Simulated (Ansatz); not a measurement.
The starting structures come from a database of crystals and need not be the phases stable at ambient conditions.

 Where the default PAW files enter, the runs use the earlier of Ansatz's two default sets.

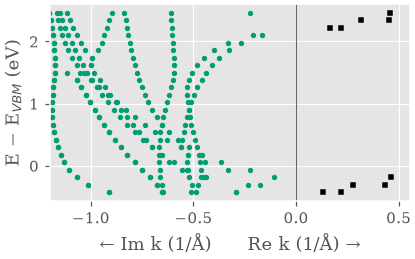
Figure. Complex bands at the centre of the two-dimensional zone; Ansatz (a quantum-chemistry and plane-wave program) with r2SCAN

The gap is the functional's own. No spin-orbit coupling. Mid-gap values are interpolated on the energy grid.

### Question
This is BaNiF6 (R-3m, not sure to be the ambient phase, 8 atoms a cell, 13.5 Å³ an atom) along the normal of (101). Read off the slowest decay at the centre of the two-dimensional zone at 1.14 eV, the computed energy nearest the middle of the gap.

### Answer
κ ≈ 0.50 1/Å, a decay length 1/(2κ) of the density of 1.0 Å.
